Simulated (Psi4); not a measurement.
# Si5H12 (SMILES [SiH3][Si]([SiH3])([SiH3])[SiH3]): wB97X-V/6-31G(d) (spherical functions)

What is the vertical ionisation energy of Si5H12 at wB97X-V/6-31G* (spherical functions)? The job is set up through an ASE script.

Program for the calculation: Psi4 1.11.

1 further run of the same task is left out (it didn't finish).

## 1. The structure to begin with

Si5H12: 17 atoms, total charge 0, spin state singlet. SMILES: `[SiH3][Si]([SiH3])([SiH3])[SiH3]`. The shape is that of a PBE0-D4/def2-TZVP optimisation.

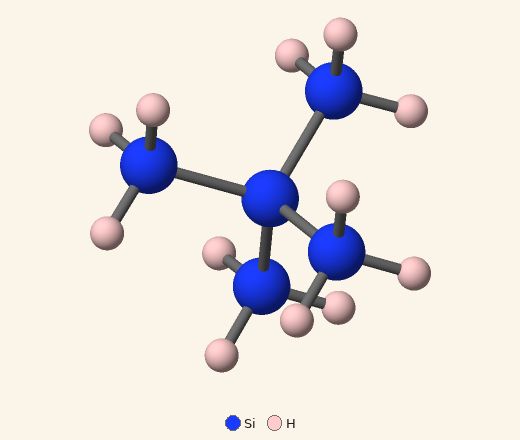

Viewed from a chosen angle; silicon blue, hydrogen pink.

## 2. A single-point energy at wB97X-V/6-31G(d) (spherical functions)

run_ase.py reads:

```python
import numpy as np
from ase.calculators.psi4 import Psi4
from ase import Atoms

a = Atoms(['Si', 'Si', 'Si', 'Si', 'Si', 'H', 'H', 'H', 'H', 'H', 'H', 'H', 'H', 'H', 'H', 'H', 'H'], positions=[
    [-0.373100, 1.166600, -1.986100],
    [-0.001900, -0.001100, 0.002500],
    [2.215500, 0.293800, 0.674300],
    [-0.416100, -2.274200, -0.339800],
    [-1.431100, 0.812800, 1.661200],
    [-0.119200, 2.618800, -1.784800],
    [0.535400, 0.667300, -3.053500],
    [-1.780200, 0.986300, -2.434900],
    [2.471100, -0.440400, 1.942900],
    [2.498300, 1.738000, 0.893800],
    [3.142700, -0.220400, -0.369500],
    [-0.165900, -3.037900, 0.912300],
    [0.474100, -2.804800, -1.407600],
    [-1.830700, -2.482700, -0.751100],
    [-2.850200, 0.623200, 1.256500],
    [-1.199600, 0.090200, 2.941100],
    [-1.188300, 2.264000, 1.882700],
])
calc = Psi4(atoms=a, method='wb97x-v', basis='6-31G*', memory='1600MB', num_threads=1, charge=0, multiplicity=1, label='psi4-calc')
calc.psi4.set_options({'puream': True, 'e_convergence': 1e-09, 'd_convergence': 1e-08, 'scf_type': 'pk', 'dft_radial_points': 99, 'dft_spherical_points': 590})
a.calc = calc

print(f'energy: {a.get_potential_energy():.6f} eV')
```

The run is started by

```bash
$ python run_ase.py
```

psi4-calc.dat:

```text
[...]
  Running in c1 symmetry.
[...]
  Nuclear repulsion =  497.685304239459981
[...]
  Multiplicity = 1
[...]
  Nalpha       = 41
  Nbeta        = 41
[...]
    Number of basis functions: 114
[...]
   @RKS iter   1: -1454.29961193379313   -1.03590e+00   1.77916e-03 DIIS/ADIIS
[...]
   @RKS iter   9: -1454.34735855586928   -5.32054e-11   4.73756e-09 DIIS
[...]
    Orbital Energies [Eh]
    ---------------------
    Doubly Occupied:
       1A    -66.128980     2A    -66.128975     3A    -66.128963
       4A    -66.128920     5A    -66.118200     6A     -5.387715
       7A     -5.387707     8A     -5.387690     9A     -5.387653
      10A     -5.377380    11A     -3.736826    12A     -3.736821
      13A     -3.736810    14A     -3.736774    15A     -3.736702
      16A     -3.736701    17A     -3.736696    18A     -3.736695
      19A     -3.736685    20A     -3.736684    21A     -3.736650
      22A     -3.736649    23A     -3.726358    24A     -3.726357
      25A     -3.726356    26A     -0.727626    27A     -0.662941
      28A     -0.662897    29A     -0.662885    30A     -0.557257
      31A     -0.470865    32A     -0.470833    33A     -0.470828
      34A     -0.458939    35A     -0.458911    36A     -0.449996
[...]
  @RKS Final Energy: -1454.34735855586928
   => Energetics <=
    Nuclear Repulsion Energy =            497.6853042394599811
    One-Electron Energy =               -3006.0983513431951906
    Two-Electron Energy =                1134.4105358746005550
    DFT Exchange-Correlation Energy =     -80.6759533281953480
    Empirical Dispersion Energy =           0.0000000000000000
    VV10 Nonlocal Energy =                  0.3311060014606834
    Total Energy =                      -1454.3473585558692776
[...]
 Multipole Moments:
 ------------------------------------------------------------------------------------
     Multipole            Electronic (a.u.)      Nuclear  (a.u.)        Total (a.u.)
 ------------------------------------------------------------------------------------
 L = 1.  Multiply by 2.5417464519 to convert [e a0] to [Debye]
 Dipole X            :         -0.0036716            0.0030865           -0.0005851
 Dipole Y            :         -0.0068337            0.0057247           -0.0011090
 Dipole Z            :          0.0012354           -0.0009828            0.0002525
 Magnitude           :                                                    0.0012791
[...]
```

Standard output:

```text
energy: -39574.807387 eV
```

It took 4.9 min on 1 thread of Intel Xeon 6975P-C (Granite Rapids), shared host; peak memory 0.92 GiB.

## 3. The doublet cation, same level

h12si5.xyz reads:

```xyz
17
H12Si5
Si    -0.373100     1.166600    -1.986100
Si    -0.001900    -0.001100     0.002500
Si     2.215500     0.293800     0.674300
Si    -0.416100    -2.274200    -0.339800
Si    -1.431100     0.812800     1.661200
H     -0.119200     2.618800    -1.784800
H      0.535400     0.667300    -3.053500
H     -1.780200     0.986300    -2.434900
H      2.471100    -0.440400     1.942900
H      2.498300     1.738000     0.893800
H      3.142700    -0.220400    -0.369500
H     -0.165900    -3.037900     0.912300
H      0.474100    -2.804800    -1.407600
H     -1.830700    -2.482700    -0.751100
H     -2.850200     0.623200     1.256500
H     -1.199600     0.090200     2.941100
H     -1.188300     2.264000     1.882700
```

run_ase.py reads:

```python
import numpy as np
from ase.calculators.psi4 import Psi4
from ase.io import read

mol = read('h12si5.xyz')
calc = Psi4(atoms=mol, method='wb97x-v', basis='6-31G*', memory='1600MB', num_threads=1, charge=1, multiplicity=2, label='psi4-calc', reference='uks')
calc.psi4.set_options({'puream': True, 'e_convergence': 1e-09, 'd_convergence': 1e-08, 'scf_type': 'pk', 'dft_radial_points': 99, 'dft_spherical_points': 590, 'maxiter': 100})
mol.calc = calc

print(f'energy: {mol.get_potential_energy():.6f} eV')
```

The run is started by

```bash
$ python run_ase.py
```

psi4-calc.dat:

```text
[...]
  Running in c1 symmetry.
[...]
  Nuclear repulsion =  497.685304239459981
[...]
  Multiplicity = 2
[...]
  Nalpha       = 41
  Nbeta        = 40
[...]
    Number of basis functions: 114
[...]
   @UKS iter   1: -1453.93970377919140   -6.75994e-01   1.54795e-03 DIIS/ADIIS
[...]
   @UKS iter  46: -1453.98629724673674    4.97266e-10   3.83640e-09 DIIS
[...]
   @S^2 Observed:                7.556890147E-01
[...]
    Orbital Energies [Eh]
    ---------------------
    Alpha Occupied:
       1A    -66.349334     2A    -66.326968     3A    -66.288180
       4A    -66.287540     5A    -66.287471     6A     -5.607699
       7A     -5.587210     8A     -5.547726     9A     -5.547101
      10A     -5.547030    11A     -3.962497    12A     -3.954183
      13A     -3.954180    14A     -3.942546    15A     -3.933416
      16A     -3.933402    17A     -3.898289    18A     -3.897618
      19A     -3.897544    20A     -3.896054    21A     -3.895777
      22A     -3.895445    23A     -3.895377    24A     -3.895170
      25A     -3.895104    26A     -0.928130    27A     -0.854352
      28A     -0.820630    29A     -0.820288    30A     -0.739272
      31A     -0.655022    32A     -0.654863    33A     -0.635150
      34A     -0.613849    35A     -0.613519    36A     -0.608626
[...]
  @UKS Final Energy: -1453.98629724673674
   => Energetics <=
    Nuclear Repulsion Energy =            497.6853042394599811
    One-Electron Energy =               -2991.5982097593828257
    Two-Electron Energy =                1120.1304807465585327
    DFT Exchange-Correlation Energy =     -80.5326118178970347
    Empirical Dispersion Energy =           0.0000000000000000
    VV10 Nonlocal Energy =                  0.3287393445246298
    Total Energy =                      -1453.9862972467367399
[...]
 Multipole Moments:
 ------------------------------------------------------------------------------------
     Multipole            Electronic (a.u.)      Nuclear  (a.u.)        Total (a.u.)
 ------------------------------------------------------------------------------------
 L = 1.  Multiply by 2.5417464519 to convert [e a0] to [Debye]
 Dipole X            :          0.7323142            0.0030865            0.7354007
 Dipole Y            :          0.0941621            0.0057247            0.0998867
 Dipole Z            :          0.2177257           -0.0009828            0.2167428
 Magnitude           :                                                    0.7731552
[...]
```

The script printed:

```text
energy: -39564.982409 eV
```

Run time: 23 min. Hardware: 1 thread of Intel Xeon 6975P-C (Granite Rapids), shared host; peak memory 0.93 GiB.

## 4. Outcome

At wB97X-V/6-31G* (spherical functions):

| quantity | value |
| --- | --- |
| singlet Si5H12: total energy | -1454.34736 Eh |
| singlet Si5H12: dipole moment | 0.00 D |
| singlet Si5H12: HOMO energy | -10.15 eV |
| singlet Si5H12: LUMO energy | 2.00 eV |
| singlet Si5H12: HOMO–LUMO gap | 12.15 eV |
| doublet cation: total energy | -1453.98630 Eh |
| doublet cation: HOMO energy (highest over α and β) | -14.72 eV |
| doublet cation: LUMO energy (lowest over α and β) | -9.49 eV |
| doublet cation: ⟨S²⟩ | 0.756 |
| vertical ionisation energy (to the doublet cation) | 9.825 eV |

What this shows: Removing an electron at fixed nuclei costs 9.82 eV (948 kJ/mol). −ε(HOMO) before ionisation, 10.15 eV, is 0.32 eV above this ionisation energy.
